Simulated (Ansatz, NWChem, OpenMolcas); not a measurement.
## Computed against measured: atomisation enthalpy at 298 K

7 molecules of light elements (H to F); the atomisation enthalpy at 298 K in kJ/mol, computed less measured. Shapes, held fixed at every level: PBE0-D4/def2-TZVP. Flexible molecules stand in one conformer, not always the lowest. Thermal terms are harmonic and unscaled (PBE0-D4/def2-TZVP); the spin-orbit lowering of the free atoms is taken from their spectra. Programs: Ansatz 0.2.0, NWChem 7.3.0, OpenMolcas 26.06. A level may come from different programs for different species; with the same settings they agree closely. Measured values: Active Thermochemical Tables, CRC Handbook of Chemistry and Physics.

Levels: A = HF/STO-3G; B = PBE/cc-pVTZ; C = TPSS/cc-pVTZ; D = MP2/def2-TZVPP.

```tsv
molecule	from tabulated heats	A	B	C	D
HF (hydrogen fluoride)	570	-283	-8	-20	+2
N2O (SMILES N#[N+][O-])	1112	-1278	+167	+45	+33
C2HO (ethynyloxy radical)	1723	-654	+124	+30	+4
C2N2 (bisisocyanide)	1766	-1094	+164	+26	+3
HOCN (cyanic acid)	1671	-880	+100	-7	+14
C2H2O (ethynol)	2026	-643	+84	-11	+7
CH2O2 (formic acid)	2030	-856	+85	-11	+13
```

Question: Which level does best on this set, which worst, and which err to one side?

Answer: 
```tsv
level	kind	mean error	mean absolute error	worst case
HF/STO-3G	Hartree–Fock	-812.6	812.6	N2O
PBE/cc-pVTZ	GGA	+102.3	104.6	N2O
TPSS/cc-pVTZ	meta-GGA	+7.4	21.4	N2O
MP2/def2-TZVPP	perturbation theory	+10.9	10.9	N2O
```

On this set MP2/def2-TZVPP has the smallest mean absolute error and HF/STO-3G the largest. HF/STO-3G is too low in 7 of 7; PBE/cc-pVTZ is too high in 6 of 7; MP2/def2-TZVPP is too high in 7 of 7. Where a negative error exceeds the measured value, the molecule comes out unbound. Hartree–Fock lacks correlation and underbinds. Rows in very small basis sets show the basis more than the method. Correlated wave functions converge slowly with the basis. Spin contamination: C2HO (⟨S²⟩ up to 1.18). Open shells run unrestricted. The set is small.

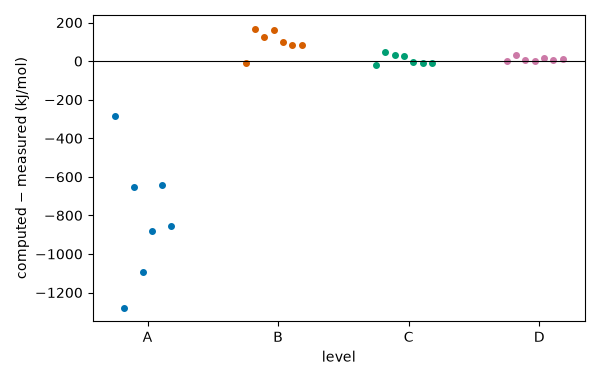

Errors of each level, one point a molecule.
